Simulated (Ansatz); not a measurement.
# CHF2O: rigid scan of one bond length in Python

How does the energy of CHF2O change as one bond is stretched? Wanted for CHF2O: a rigid scan of one bond length. SMILES: O[C](F)F.

All numbers are computed with Ansatz 0.2.0, driven from Python. Level of theory: CAM-B3LYP/6-31G*.

## 1. Starting point

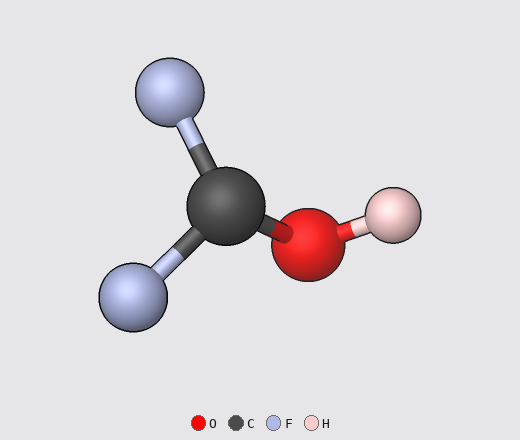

The structure that the script starts from, seen from a chosen angle (oxygen red, carbon dark grey, fluorine light blue, hydrogen pink).

No structure file is read: the coordinates are typed or built in the script.

## 2. Script

scan_chf2o.py

```python
import ansatz as az
import numpy as np

molecule = (
    az.Crystal.molecule()
    .atom("O", (0.8167, -0.5286, -0.0975))
    .atom("C", (-0.3389, 0.1924, 0.2009))
    .atom("F", (-1.3925, -0.6822, 0.3845))
    .atom("F", (-0.6306, 1.0508, -0.8423))
    .atom("H", (1.5453, -0.0324, 0.3543))
)

symbols = [site.symbol for site in molecule.cartesian_sites]
start = np.array([site.position_ang for site in molecule.cartesian_sites])
axis = (start[0] - start[1]) / np.linalg.norm(start[0] - start[1])
moving = [0, 4]
lengths, energies = [1.227, 1.283, 1.339, 1.394, 1.45, 1.506, 1.562, 1.645], []
for length in lengths:
    xyz = start.copy()
    xyz[moving] += (length - np.linalg.norm(start[0] - start[1])) * axis
    point = az.Crystal.molecule()
    for symbol, xyz in zip(symbols, xyz):
        point = point.atom(symbol, xyz.tolist())
    base = point.calculation().basis(gaussian="6-31G*").functional("CAM-B3LYP").spin("collinear", total=1)
    summary = base.run(threads=1, pin="off").report
    energies.append(summary["free_energy_ev"])
    print(f"r = {length:6.3f} A  E = {energies[-1]:.5f} eV  <S^2> = {abs(summary['mean_field']['state']['spin_squared']):.3f}")

fit = np.polynomial.Polynomial.fit(lengths, np.array(energies) - min(energies), 4).convert()
roots = [r.real for r in fit.deriv().roots() if abs(r.imag) < 1e-9 and fit.deriv(2)(r.real) > 0]
r_e = min(roots, key=lambda r: abs(r - lengths[int(np.argmin(energies))]))
print(f"minimum of the fit at {r_e:.4f} A, force constant {fit.deriv(2)(r_e):.2f} eV/A^2")
```

## 3. The calls as engine input

The engine receives this input (first run):

```yaml
crystal:
  periodic: [false, false, false]
  atoms:
    - { symbol: O, position_ang: [0.6779830894479048, -0.44205197948419805, -0.061680403159618195] }
    - { symbol: C, position_ang: [-0.3389, 0.1924, 0.2009] }
    - { symbol: F, position_ang: [-1.3925, -0.6822, 0.3845] }
    - { symbol: F, position_ang: [-0.6306, 1.0508, -0.8423] }
    - { symbol: H, position_ang: [1.4065830894479046, 0.05414802051580189, 0.39011959684038183] }
basis:
  gaussian:
    orbitals: "6-31G*"
hamiltonian:
  xc: cam_b3lyp
magnetization:
  spin_polarized: true
  initial_magnetization: 1.0
```

## 4. The run

On the command line:

```bash
$ python scan_chf2o.py
```

Without the output at hand: what should come out? Wanted: range of energy; lowest point, distance.

As calculated:

| quantity | value |
| --- | --- |
| bond length at the fit's minimum | 1.3463 Å |
| runs compared | 8 |
| range of energy | 1.060 eV |
| lowest point, distance (Å) | 1.34 |

In words: The lowest point, at 1.34, lies inside the range. The ends stand 0.394 and 1.06 eV above it. The distance scanned is the script's pair 1, 0. Reading the output:
- The rest of the molecule is held rigid at a force-field or estimated start geometry, and the basis set is modest; single-reference methods fail as a bond breaks.
- The species is open-shell (spin multiplicity 2).
